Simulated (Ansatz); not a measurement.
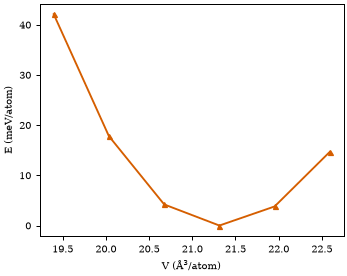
Fig. 1. Sc2Al (MoSi2 or CaC2 type, I4/mmm) under volume change, DFT-PBE in the program Ansatz with PAW potentials, shape and atoms relaxed at each volume.

**Question.** What does a third-order Birch–Murnaghan fit give for V₀, B₀ and B′?

**Answer.** V₀ = 21.32 Å³/atom, B₀ = 67.4 GPa, B′ = 3.7.

The cell is a constructed one: a structure type filled with these elements; neither database checked (COD, Materials Project) lists it. Its standing as an ambient phase is unchecked. The PBE relaxation kept the symmetry of its start; whether a distortion lowers the energy is not shown. The run is not spin-polarised.

Potentials: the earlier of the program's two PAW sets.
